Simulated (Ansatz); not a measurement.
The calculation's input:

```
crystal:
  periodic: [false, false, false]
  atoms:
    - {symbol: B, position_ang: [-2.049553, 1.049093, -1.710420]}
    - {symbol: F, position_ang: [-1.694602, 1.399914, -2.935955]}
    - {symbol: In, position_ang: [-0.936651, -0.026914, -0.000464]}
    - {symbol: O, position_ang: [-2.996912, 1.061162, -0.859282]}
    - {symbol: H, position_ang: [-1.217385, -0.576680, 1.664324]}
basis:
  gaussian: {orbitals: def2-TZVPD}
hamiltonian: {xc: {name: PBE0}}
output: {forces: true, orbitals: {seedname: orbitals}}
```

Run with:

```sh
ansatz run input.yaml --threads 1 --pin off --max-ram 2610MiB --events-out events.jsonl --progress --plain --runs-dir runs
```

Geometry: PBE-D3(BJ)/def2-SVP; core potentials replace the inner electrons of In.

Method: isolated molecule in a Gaussian basis; Kohn-Sham density functional theory, functional PBE0 in Ansatz 0.2.0.

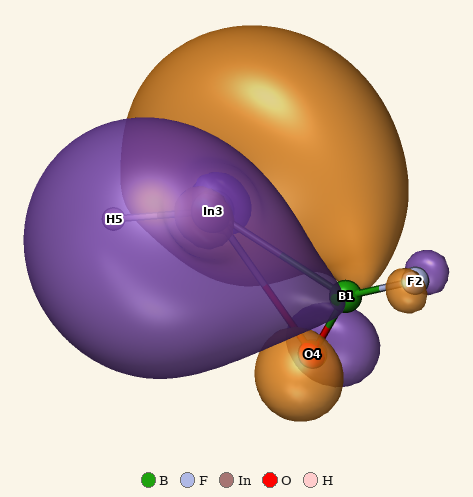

BFHInO (SMILES F[B]1[O][InH]1). The LUMO at ±0.06 Å⁻³ᐟ² (orange and purple are the two phases), seen at an oblique angle.

Where does this orbital lie, and at what energy?

Answer. Its weight (Hirshfeld) is mainly on In3 (about 85 %) and B1 (about 10 %); it changes sign across the molecular plane (π type). Its energy is −2.23 eV.
